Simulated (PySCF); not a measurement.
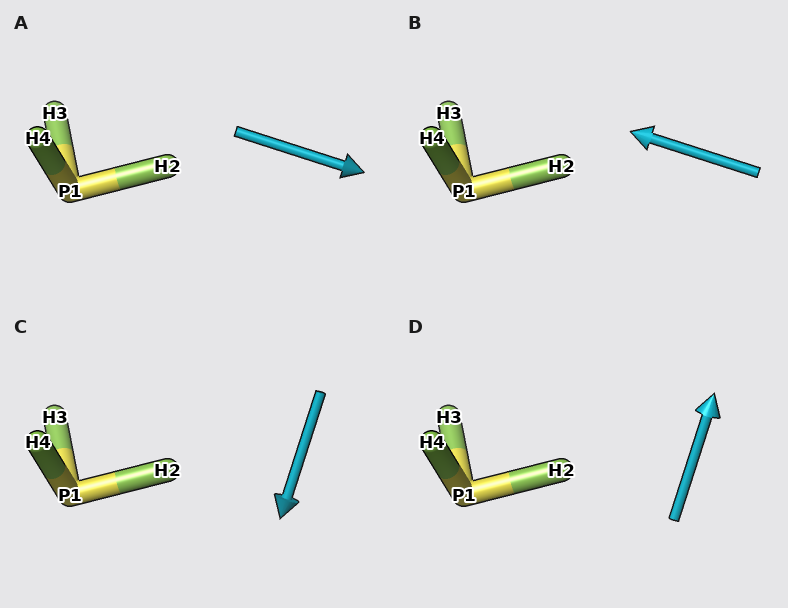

The same molecule four times, each with an arrow. The computed structure is the end point of a PBE0-D3(BJ)/def2-TZVP optimisation. No frequency run is at hand to confirm it as a minimum. Level of theory: PBE0/pcSseg-2, gas phase (PySCF 2.14.0).

Question: Which arrow points along the dipole moment, from the negative to the positive end?

Answer: D. The dipole moment is 0.79 D; it points from the side of P1 to the side of H2, H3, H4 (the outermost atoms at the two ends).
